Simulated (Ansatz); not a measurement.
Consider BrH6NOSi2.

Input

```
basis:
  gaussian:
    orbitals: def2-SVPD
crystal:
  periodic: [false, false, false]
  atoms:
    - {symbol: Br, position_ang: [-2.495899, 0.586438, -1.738602]}
    - {symbol: "N", position_ang: [0.577553, 0.044332, -0.519848]}
    - {symbol: O, position_ang: [-1.516860, 0.059966, 1.220566]}
    - {symbol: Si, position_ang: [-1.059901, -0.420065, -0.298560]}
    - {symbol: Si, position_ang: [1.883522, -0.768695, -1.363262]}
    - {symbol: H, position_ang: [-2.441829, 0.309009, 1.338448]}
    - {symbol: H, position_ang: [-1.188227, -1.871126, -0.552790]}
    - {symbol: H, position_ang: [0.799609, 0.967931, -0.146877]}
    - {symbol: H, position_ang: [1.397177, -2.127868, -1.724927]}
    - {symbol: H, position_ang: [3.084532, -0.877082, -0.484228]}
    - {symbol: H, position_ang: [2.291221, -0.044506, -2.603424]}
total_charge: 0
hamiltonian:
  xc: pbe0
output: {forces: true, orbitals: {seedname: orbitals}}
```

Run with:

```sh
ansatz run input.yaml --threads 2 --pin off --max-ram 5220MiB --events-out events.jsonl --progress --plain --runs-dir runs
```

Geometry: B3LYP/def2-SVP.

Computed with Ansatz, isolated molecule in a Gaussian basis; Kohn-Sham density functional theory, functional PBE0.

Q: Predict the electron density and electron localisation function between the atoms.

A: Si–N (1.72 Å): the density is about 1.1 e/Å³ at the midpoint; the ELF peaks at about 0.90 between the atoms; a shared but strongly polarised pair.
N–H (1.02 Å): ρ at the midpoint is about 2.7 e/Å³; the ELF climbs to about 1 towards the hydrogen, as it does in any bond to H: an ordinary covalent bond to hydrogen.
Si–H (1.49 Å): the density is about 0.78 e/Å³ at the midpoint; the ELF climbs to about 1 towards the hydrogen.

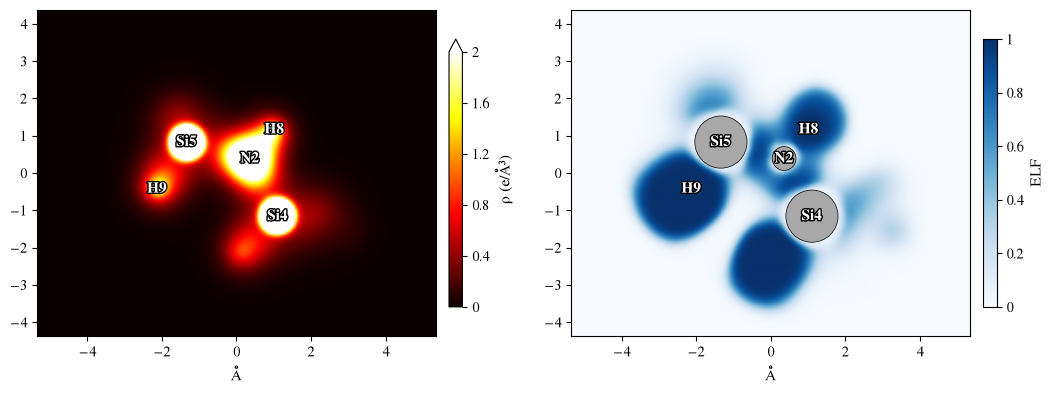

Computed electron density and electron localisation function on the plane of atoms Si4, N2 and H8, in this order. Grey discs cover the atomic cores in the ELF map. 
